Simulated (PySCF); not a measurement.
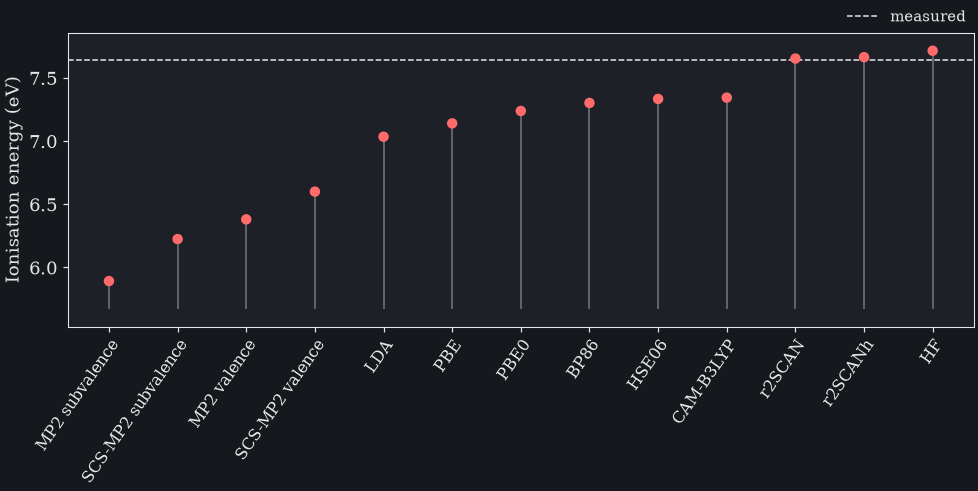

The ionisation energy of an atom or ion with 28 electrons in the configuration [Ar] 3d⁸ 4s² by several methods. PySCF, def2-TZVPPD, non-relativistic, unrestricted single determinants, no spin-orbit coupling. Methods marked “valence” freeze 18 core electrons; methods marked “subvalence” freeze 10 core electrons.

> Name the element and charge.

Ni I (neutral nickel). The values run from 5.89 eV (MP2 subvalence) to 7.71 eV (HF). The measured value is 7.64 eV; nearest to it come r2SCAN (+0.01) and r2SCANh (+0.02), furthest MP2 subvalence (−1.75 eV). These values lack spin-orbit coupling; with the first-order correction of +0.048 eV added, r2SCAN comes nearest (+0.06).

Known limits: relativistic shift absent.
